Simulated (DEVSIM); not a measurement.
System: abrupt GaAs p-n junction, at 250 K.

```csv
layer (left to right),material,thickness (μm),Nd (cm⁻³),Na (cm⁻³),τn (s),τp (s)
1,GaAs,17.0,-,1.4e17,5.4e-8,5.4e-8
2,GaAs,93.0,1.4e15,-,5.4e-8,5.4e-8
```

Left contact: ohmic. Right contact: ohmic. Voltage is applied to the left contact. Recombination: SRH at mid-gap. Mobility is constant in doping.

Constants are typed, rounded textbook-type inputs, not results; the design itself was drawn at random and stands for no fabricated device. Values at 300 K; Nc and Nv go as T^1.5, mobilities as T to minus their exponent, the gap by Varshni's rule with the affinity fixed.

```tsv
parameter	GaAs
gap (eV)	1.424
affinity (eV)	4.07
permittivity	12.9
Nc (cm⁻³)	4.7e17
Nv (cm⁻³)	9e18
μn (cm²/Vs)	8500
μp (cm²/Vs)	400
T exponent of μn	2.1
T exponent of μp	2.2
Varshni α (eV/K)	0.000541
Varshni β (K)	204
```

DEVSIM, 1D drift-diffusion, Boltzmann statistics, complete ionisation; no tunnelling, impact ionisation, image-force lowering or self-heating.

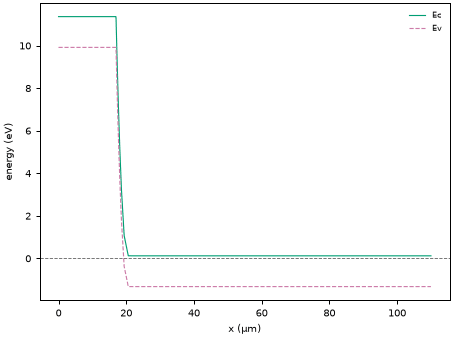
Band edges at -10.0 V on the left contact

Energies count from the Fermi level of the right contact; mesh points crowd at the junctions.

| x (μm) | Ec (eV) | Ev (eV) | n (cm⁻³) | p (cm⁻³) | field (V/cm) |
|---|---|---|---|---|---|
| 0.000 | 11.362 | 9.916 | < 1e2 | 1.4e17 | ≈ 0 |
| 0.05430 | 11.362 | 9.916 | < 1e2 | 1.4e17 | ≈ 0 |
| 0.2311 | 11.362 | 9.916 | < 1e2 | 1.4e17 | ≈ 0 |
| 0.7735 | 11.362 | 9.916 | < 1e2 | 1.4e17 | ≈ 0 |
| 3.877 | 11.362 | 9.916 | < 1e2 | 1.4e17 | ≈ 0 |
| 11.12 | 11.362 | 9.916 | < 1e2 | 1.4e17 | ≈ 0 |
| 15.13 | 11.362 | 9.916 | < 1e2 | 1.4e17 | ≈ 0 |
| 16.64 | 11.362 | 9.916 | < 1e2 | 1.4e17 | ≈ 0 |
| 16.90 | 11.362 | 9.916 | < 1e2 | 1.4e17 | -27 |
| 16.99 | 11.303 | 9.856 | < 1e2 | 8.7e15 | -39000 |
| 17.02 | 11.071 | 9.625 | < 1e2 | 1.9e11 | -66000 |
| 17.20 | 9.933 | 8.487 | < 1e2 | < 1e2 | -62000 |
| 17.71 | 7.010 | 5.564 | < 1e2 | < 1e2 | -52000 |
| 19.39 | 1.065 | -0.382 | < 1e2 | < 1e2 | -19000 |
| 28.35 | 0.119 | -1.327 | 1.4e15 | < 1e2 | ≈ 0 |
| 54.12 | 0.119 | -1.327 | 1.4e15 | < 1e2 | ≈ 0 |
| 91.82 | 0.119 | -1.327 | 1.4e15 | < 1e2 | ≈ 0 |
| 104.5 | 0.119 | -1.327 | 1.4e15 | < 1e2 | ≈ 0 |
| 108.8 | 0.119 | -1.327 | 1.4e15 | < 1e2 | ≈ 0 |
| 109.7 | 0.119 | -1.327 | 1.4e15 | < 1e2 | ≈ 0 |
| 109.9 | 0.119 | -1.327 | 1.4e15 | < 1e2 | ≈ 0 |
| 110.0 | 0.119 | -1.327 | 1.4e15 | < 1e2 | ≈ 0 |
